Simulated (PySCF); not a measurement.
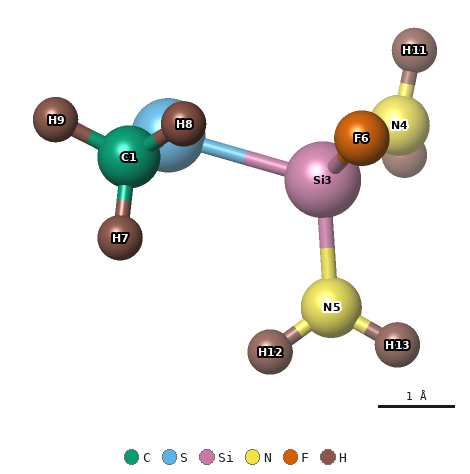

The input geometry of run A (ball-and-stick view, seen at a tilt; atoms are numbered from 1 in the order of the input). Bond lengths as drawn: C–H 1.10 Å, C–S 1.83 Å, F–Si 1.63 Å, H–N 1.01 Å, N–Si 1.70 Å and S–Si 2.13 Å.

**CH₇FN₂SSi: one change and its effect**

System: CH₇FN₂SSi.
Method of run A: GIAO PBE0/6-31G* NMR shielding, non-relativistic, gas phase (PySCF 2.14.0).

The geometry comes from this level: PBE0-D3(BJ)/def2-SVP. Text and figures count atoms from 1; the logs count them from 0 in places.

## The input, run A
```
{"job": {"kind": "nmr", "xc": "PBE0", "basis": "6-31G*", "pop": true}, "charge": 0, "multiplicity": 1}
C      2.194298    -0.827512    -0.015176
S      0.517275    -1.462573    -0.357834
Si    -0.669802     0.166276     0.344384
N     -2.245675    -0.254842     0.833658
N     -0.769374     1.360091    -0.866537
F      0.092444     0.688734     1.691053
H      2.486649    -0.050410    -0.735139
H      2.252349    -0.426485     1.004687
H      2.882200    -1.677406    -0.112786
H     -2.986260    -0.329328     0.147858
H     -2.412189    -0.832061     1.648827
H     -0.126747     1.367399    -1.647380
H     -1.212794     2.257091    -0.707775
```

The first line tells a small driver script what to run in PySCF; the rest is the geometry in Å.

Launched with:
```bash
OMP_NUM_THREADS=1 python <driver script> task.json out
```

Hardware: 1 CPU thread, shared host.

## Output (run A)
```
coarse grid: 11888 points
cycle   1  E = -938.8845850672  dE =  5.126e-01  |g| = 7.237e-01  |ddm| = 3.296e+00
cycle   2  E = -938.8262500928  dE =  5.833e-02  |g| = 9.420e-01  |ddm| = 1.349e+00
cycle   3  E = -938.9872391887  dE = -1.610e-01  |g| = 7.749e-02  |ddm| = 7.665e-01
cycle   4  E = -938.9884960105  dE = -1.257e-03  |g| = 2.599e-02  |ddm| = 1.058e-01
cycle   5  E = -938.9886280165  dE = -1.320e-04  |g| = 8.388e-03  |ddm| = 2.785e-02
cycle   6  E = -938.9886438024  dE = -1.579e-05  |g| = 1.556e-03  |ddm| = 9.716e-03
cycle   7  E = -938.9886444478  dE = -6.454e-07  |g| = 3.729e-04  |ddm| = 2.257e-03
final grid: 106072 points
cycle   8  E = -938.9297669205  dE = -1.345e-05  |g| = 9.544e-03  |ddm| = 1.887e-02
cycle   9  E = -938.9297502001  dE =  1.672e-05  |g| = 1.282e-02  |ddm| = 1.972e-02
cycle  10  E = -938.9297893461  dE = -3.915e-05  |g| = 4.525e-04  |ddm| = 1.112e-02
cycle  11  E = -938.9297893854  dE = -3.927e-08  |g| = 1.880e-04  |ddm| = 5.252e-04
cycle  12  E = -938.9297893915  dE = -6.106e-09  |g| = 5.603e-05  |ddm| = 1.872e-04
cycle  13  E = -938.9297893922  dE = -7.076e-10  |g| = 1.139e-05  |ddm| = 6.516e-05
converged SCF energy = -938.9297893922

GIAO shielding tensors (ppm)
atom      isotropic    diamagn.    paramagn.     s11        s22        s33       span
  0 C      181.088     251.953     -70.865    171.684    173.323    198.259     26.574
  1 S      700.262    1058.749    -358.487    635.038    638.558    827.189    192.151
  2 Si     427.028     879.853    -452.825    413.204    426.945    440.935     27.731
  3 N      237.880     321.067     -83.187    213.606    235.107    264.928     51.321
  4 N      234.922     323.183     -88.261    207.879    228.248    268.639     60.760
  5 F      315.289     471.884    -156.595    262.220    309.173    374.475    112.255
  6 H       30.209      30.992      -0.783     24.589     28.498     37.540     12.951
  7 H       29.765      30.368      -0.603     23.694     29.531     36.069     12.375
  8 H       30.305      29.682       0.623     24.679     27.434     38.802     14.124
  9 H       31.442      28.972       2.470     24.476     27.922     41.927     17.451
 10 H       31.617      28.849       2.768     24.476     27.721     42.653     18.178
 11 H       31.474      31.157       0.318     24.291     29.124     41.007     16.716
 12 H       31.336      29.371       1.965     24.409     26.742     42.857     18.448
```

For run B the input was changed thus:
```diff
-"basis": "6-31G*"
+"basis": "pcSseg-0"
```

What does this change do to the results?

The total energy of run B is 845.8 kcal/mol higher, which measures the change of basis and not a stability. The HOMO goes from −6.66 to −7.00 eV. The dipole moment goes from 1.68 to 1.88 D. Of all shieldings, the largest change is that of Si3, by −79.6 ppm. The SCF takes 12 iterations against 13. The basis functions go from 106 to 76.

## Output (run B)
```
coarse grid: 11888 points
cycle   1  E = -937.4560511010  dE =  4.533e-01  |g| = 6.631e-01  |ddm| = 3.665e+00
cycle   2  E = -937.4260438186  dE =  3.001e-02  |g| = 8.266e-01  |ddm| = 1.685e+00
cycle   3  E = -937.5426338493  dE = -1.166e-01  |g| = 6.115e-02  |ddm| = 8.824e-01
cycle   4  E = -937.5433886035  dE = -7.548e-04  |g| = 2.503e-02  |ddm| = 1.235e-01
cycle   5  E = -937.5435147975  dE = -1.262e-04  |g| = 5.552e-03  |ddm| = 3.072e-02
cycle   6  E = -937.5435217474  dE = -6.950e-06  |g| = 1.026e-03  |ddm| = 8.095e-03
final grid: 106072 points
cycle   7  E = -937.5818550235  dE = -1.251e-05  |g| = 7.387e-03  |ddm| = 2.164e-02
cycle   8  E = -937.5818476716  dE =  7.352e-06  |g| = 9.408e-03  |ddm| = 1.876e-02
cycle   9  E = -937.5818671321  dE = -1.946e-05  |g| = 2.310e-04  |ddm| = 1.061e-02
cycle  10  E = -937.5818671453  dE = -1.312e-08  |g| = 8.945e-05  |ddm| = 5.182e-04
cycle  11  E = -937.5818671472  dE = -1.983e-09  |g| = 2.356e-05  |ddm| = 1.667e-04
cycle  12  E = -937.5818671474  dE = -1.639e-10  |g| = 6.294e-06  |ddm| = 4.794e-05
converged SCF energy = -937.5818671474

GIAO shielding tensors (ppm)
atom      isotropic    diamagn.    paramagn.     s11        s22        s33       span
  0 C      179.004     254.261     -75.257    168.155    169.111    199.745     31.591
  1 S      745.272    1057.465    -312.194    682.559    711.503    841.752    159.193
  2 Si     347.465     874.600    -527.135    332.042    344.195    366.158     34.116
  3 N      248.734     328.313     -79.578    213.841    256.661    275.701     61.860
  4 N      243.540     329.214     -85.673    208.514    242.612    279.495     70.981
  5 F      346.731     475.852    -129.121    287.441    358.840    393.911    106.471
  6 H       31.254      29.987       1.268     25.521     29.050     39.192     13.671
  7 H       30.631      29.321       1.310     24.105     30.231     37.556     13.451
  8 H       30.888      30.381       0.507     24.782     27.807     40.074     15.292
  9 H       32.654      30.992       1.662     25.209     28.211     44.540     19.331
 10 H       32.869      30.892       1.977     25.006     28.296     45.306     20.300
 11 H       32.565      32.179       0.386     25.078     29.572     43.045     17.966
 12 H       32.256      30.993       1.263     24.446     27.204     45.116     20.670
```

## The two runs side by side

| quantity | run A | run B |
| --- | --- | --- |
| outcome | converged | converged |
| total energy (hartree) | −938.929789 | −937.581867 |
| HOMO (eV) | −6.66 | −7.00 |
| LUMO (eV) | 1.11 | 1.15 |
| dipole moment (D) | 1.68 | 1.88 |
| shielding of C1 (ppm) | 181.1 | 179.0 |
| shielding of S2 (ppm) | 700.3 | 745.3 |
| shielding of Si3 (ppm) | 427.0 | 347.5 |
| shielding of N4 (ppm) | 237.9 | 248.7 |
| shielding of N5 (ppm) | 234.9 | 243.5 |
| shielding of F6 (ppm) | 315.3 | 346.7 |
| shielding of H11 (ppm) | 31.6 | 32.9 |
| SCF iterations | 13 | 12 |
| basis functions | 106 | 76 |
| wall time (shared host) | 16 s | 10 s |
